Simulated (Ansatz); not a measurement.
# Ag wire along [110], 17 atoms a period: bands along the axis, part 2 of 2

Aim: is the Ag wire along [110], 17 atoms a period a metal or a semiconductor?

Ansatz 0.2.0; DFT PBE, plane waves, PAW; relaxation of a wire's period; PAW set soft_1 (the session's first sound run).

So far: The structure; The relaxed wire.

### Step 2. The relaxed wire (continued)

Step by step:

```csv
step,energy less that of the first step (eV),largest force component (eV/Å),pressure (GPa),volume (Å³)
1,0.0000,0.2965,-1.29,691.38
2,-0.1313,0.1937,1.02,673.49
3,-0.1904,0.0227,-0.06,678.06
4,-0.1927,0.0153,0.03,676.85
5*,-0.1895,0.0154,0.03,676.85
```

Relaxation steps marked * repeat the geometry before them on a plane-wave basis chosen anew for their cell, so energy and pressure can jump there.

Forces are held to the 8 operations that the run works with; a distortion that breaks them can't arise in this run.

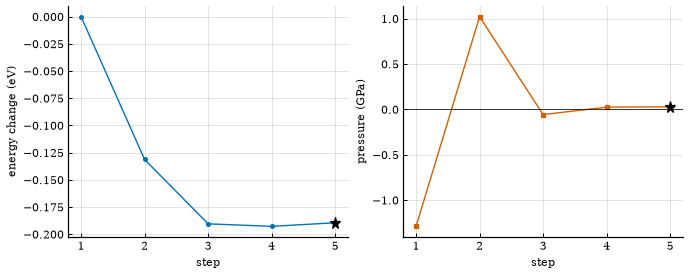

Energy and pressure along the relaxation. Stars mark steps on a basis chosen anew.

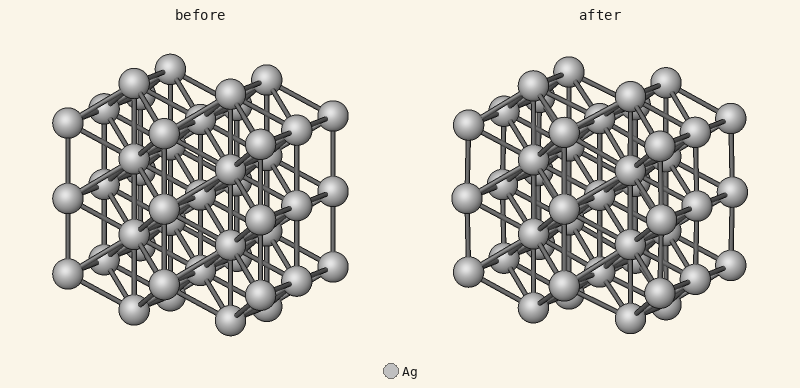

Before and after, at one scale.

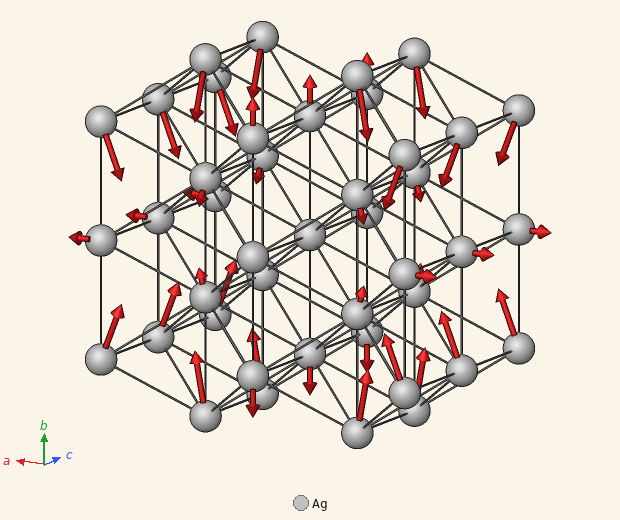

Displacements in the relaxation, exaggerated, measured against the changing cell; the longest in the cell stands for 0.09 Å. 1×1×2 cells are drawn. Some periodic images of atoms are drawn too.

| cell as run | before | after | change |
| --- | --- | --- | --- |
| c (Å) | 2.934 | 2.873 | -2.1 % |

The atoms that moved most (Å, along periodic axes as changes of fractional coordinates times the final cell, across vacuum about the mean position):

```
atom      dx      dy     dz  length
Ag14   0.016  -0.088  0.000   0.090
Ag10  -0.016  -0.088  0.000   0.090
 Ag7  -0.016   0.088  0.000   0.090
Ag11   0.016   0.088  0.000   0.090
Ag15   0.031   0.078  0.000   0.083
Ag17  -0.031   0.078  0.000   0.083
 Ag1   0.031  -0.078  0.000   0.083
 Ag5  -0.031  -0.078  0.000   0.083
```

Numbers from this step:

```yaml
energy_at_zero_smearing: -129034.4717 eV
cell_length_along_the_wire: 2.873 Å
```

The cell's length comes to 2.873 Å with spin left out.

### Step 3. The wire at its relaxed period

This step: DFT PBE, plane waves, PAW; bands of a perfect wire; PAW set soft_1 (Ansatz 0.2.0).

At the relaxed period the bands are computed along the axis; those that cross an energy going forward count the channels that a perfect wire would open there.

input.yaml

```yaml
crystal:
  lattice:
    - [15.1, 0.0, 0.0]
    - [0.0, 15.603, 0.0]
    - [0.0, 0.0, 2.8728304989]
  atoms:
    - { symbol: Ag, position: [0.227192968, 0.68311764, 0.0] }
    - { symbol: Ag, position: [0.222536691, 0.500015363, 0.0] }
    - { symbol: Ag, position: [0.5, 0.691208537, 0.0] }
    - { symbol: Ag, position: [0.5, 0.500015363, 0.0] }
    - { symbol: Ag, position: [0.772807032, 0.68311764, 0.0] }
    - { symbol: Ag, position: [0.777463309, 0.500015363, 0.0] }
    - { symbol: Ag, position: [0.361504558, 0.223547982, 0.5] }
    - { symbol: Ag, position: [0.362121305, 0.407802436, 0.5] }
    - { symbol: Ag, position: [0.362121305, 0.59222829, 0.5] }
    - { symbol: Ag, position: [0.361504558, 0.776482745, 0.5] }
    - { symbol: Ag, position: [0.638495442, 0.223547982, 0.5] }
    - { symbol: Ag, position: [0.637878695, 0.407802436, 0.5] }
    - { symbol: Ag, position: [0.637878695, 0.59222829, 0.5] }
    - { symbol: Ag, position: [0.638495442, 0.776482745, 0.5] }
    - { symbol: Ag, position: [0.227192968, 0.316913086, 0.0] }
    - { symbol: Ag, position: [0.5, 0.308822189, 0.0] }
    - { symbol: Ag, position: [0.772807032, 0.316913086, 0.0] }
kpoints:
  mp_grid: { grid: [1, 1, 28] }
  band_path: { path: ["Γ", Z], npoints: 90 }
scf:
  occupations: { method: fermi_dirac, width: 0.05 }
hamiltonian:
  xc: pbe
  pseudopotentials: { kind: paw, azcp: { folder: soft_1 } }
output:
  dos: { e_range: [-5, 4] }
  write_potential: true
  write_density: true
  volumetric_format: npy
```

Run with:

```bash
$ ansatz run input.yaml --threads 4 --pin off --max-ram 16384MiB --backend cpu --events-out ev --progress --plain --runs-dir out
```

Numbers of over 12 decimals in the logs are rounded to 6 here.

Output:

```text
[...]
Crystal: 17 atoms, lattice volume = 676.854 Å³
Basis set: ecut = 420 eV, 13219 PW (Γ)
Bands: 194, of which v1, the nominal top of the filled ones, is band 162 counted from 1 (161 counted from 0)
Symmetry: 8 space group operations
[...]
k-points: 15 of 28
[...]
SCF iter   1: F=—  HF=-129037.654460 eV  |F-HF|=—  |Δ(HF+E_count)|=         —  Δρ=3.75e-2  dr2=1.24e1  ethr=3.10e-3  ⟨swp⟩=6.0  Hψ=11086  notcnv=0  defer=82
[...]
SCF iter  10: F=-129034.495662 eV  HF=-129034.495662 eV  |F-HF|=1.16e-9  |Δ(HF+E_count)|=   4.45e-8  Δρ=2.29e-6  dr2=3.05e-8  ethr=3.10e-11  ⟨swp⟩=11.0  Hψ=12255  notcnv=0
SCF 1 converged in 10 iterations: F = -129034.495662 eV  dr2 = 3.05e-8
[...]
NSCF: frozen V_eff on 91 k-points
WARN: The output density's exchange-correlation potential varies sharply where the density is thin. Do not read a vacuum level from v_tot or v_xc, or from such a field of the output density. On a cell that repeats whose density bears no net charge and no dipole along the vacuum's axis use v_es (v_loc + v_h of the components); under efield.dipole_correction with no amplitude use v_es + v_field, which holds any externa [...]
SCF converged after 10 iterations
Free energy (F): -129034.495662 eV
[...]
Internal energy: -129034.448302 eV  (E = F + TS)
E sigma→0 (E₀):  -129034.471982 eV
Entropy (-TS):   -0.047360 eV (-2.786 meV/atom)
Fermi energy:    5.065065 eV
[...]
--- Band table (eV; the first three rows and the last of 15) ---
  k-point 0: bands = [... 158 lower, 2.3256, 2.6076, 2.8993, 3.5961, 3.9528, 4.3407, 4.4714, 5.0703, ... 28 higher]
  k-point 1: bands = [... 158 lower, 2.3425, 2.6670, 2.9464, 3.6416, 3.9800, 4.3732, 4.5136, 5.1069, ... 28 higher]
  k-point 2: bands = [... 158 lower, 2.3925, 2.8137, 3.0714, 3.7680, 4.0592, 4.4678, 4.6337, 5.2132, ... 28 higher]
  k-point 14: bands = [... 158 lower, 5.7066, 5.8249, 6.2999, 6.5920, 6.6008, 6.8319, 7.2566, 7.5091, ... 28 higher]
```

Run time: 4.1 min. Hardware: 4 threads of Arm Neoverse V1, shared host; peak memory 6 GiB; 16 min of CPU time.

Numbers from this step:

```
energy at zero smearing : -129034.4720 eV
band gap                : 0 eV
```

The electronic bands at the labelled points (eV, zero at the Fermi level; # counts the bands kept):

```
point    #58    #59    #60    #61    #62    #63    #64    #65
    Γ  -2.83  -2.74  -2.46  -2.17  -1.47  -1.11  -0.72  -0.59
    Z   0.63   0.64   0.76   1.23   1.53   1.54   1.77   2.19
```

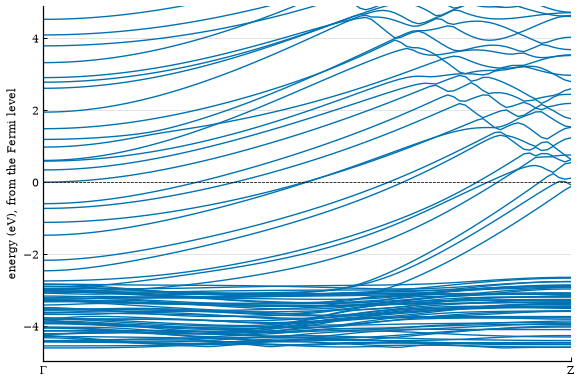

Electronic bands along the path.

Between Γ and Z the bands cross the Fermi level 12 times, so a perfect wire would conduct at least 12 G₀, with spin left out.

### Step 4. Summary of results

```
cell length, PBE                                            : 2.873 Å
ballistic conductance by band crossings, a lower bound, PBE : 12 G₀
```

Under PBE the cell's length is 2.87 Å, and the bands cross the Fermi level 12 times between Γ and Z, which gives a perfect wire at least 12 G₀ (opposite crossings within one step of the path cancel in such a count).

[Logs are printed without paths, hosts, clocks, repeated set-up lines and the standing remarks that a program may print on its own settings, such as how far it seeks lower states.]

[Hosts, paths, dates, database ids (printed as entryN), source tags and the programs' standing remarks are cut or masked in the printed files.]
